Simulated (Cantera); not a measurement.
Charge: 1 mol Al(CH3)3, 2.8 mol N2O, 32 mol N2, at 950 K.

Equilibrium computed with Cantera from the NASA thermochemical tables; the gas is ideal and each condensed phase is pure. Candidate condensed phases: Al, AlN, Al2O3, C, C6H6, C7H8, C8H18, H2O; 148 gas species. The feed counts by its element totals alone. Rates play no part.

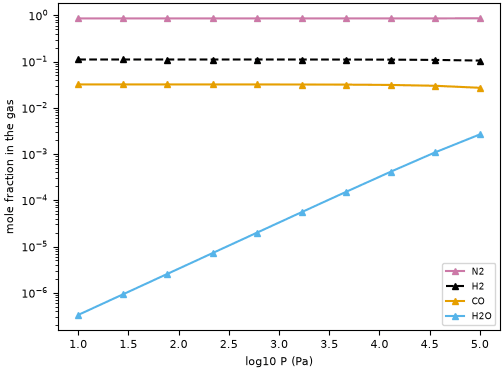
Fig. 1. Equilibrium gas composition (values under 1e-9 drawn at 1e-9)

From 10.0 Pa to 100000 Pa the condensed part is Al2O3(s) + C(graphite).
